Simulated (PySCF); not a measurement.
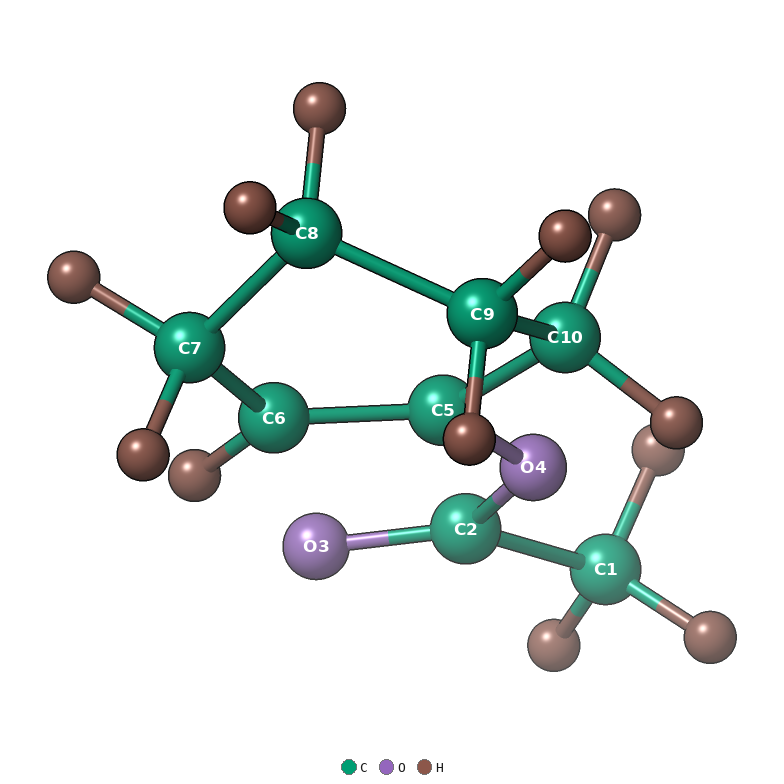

Distant atoms are faded towards the background colour. The geometry was computed by an optimisation with PBE0-D3(BJ)/def2-SVP. No frequency run is at hand to confirm it as a minimum.

**How is the 6-membered ring C5–C6–C7–C8–C9–C10 puckered?**

It is a half-chair (Cremer–Pople θ = 51°, folded into 0 to 90°). The Cremer–Pople amplitude Q is 0.49 Å.

**Give the torsion angles round the ring, beginning with the bond from its second to its third atom.**

14°, −45°, 61°, −45°, 14°, 2°.
